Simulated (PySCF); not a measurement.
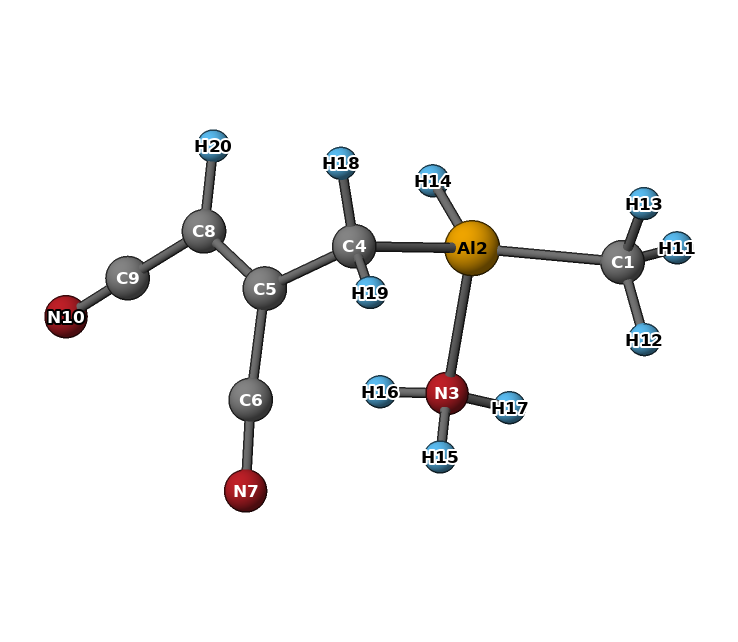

The questions are on isotropic NMR shieldings of the C atoms. The computed structure is the end point of a GFN2-xTB optimisation. No frequency run is at hand to confirm it as a minimum. Method: GIAO PBE0/pcSseg-1 NMR shielding, non-relativistic, gas phase (PySCF 2.14.0).

Which C atom is the most shielded (lowest chemical shift)?

C1 (196.9 ppm).

Which C atom is the least shielded (highest chemical shift)?

C5 (40.3 ppm).

How wide is the range of C shifts?

156.6 ppm.

Give the isotropic NMR shieldings of the C atoms atom by atom.

| atom | σ (ppm) |
| --- | --- |
| C1 | 196.9 |
| C4 | 152.5 |
| C5 | 40.3 |
| C6 | 60.8 |
| C8 | 81.4 |
| C9 | 64.9 |

The geometry is semi-empirical. Around Al such bond lengths and angles can be off by a tenth of an ångström or more and by several degrees, and values that hang on the shape move with them.
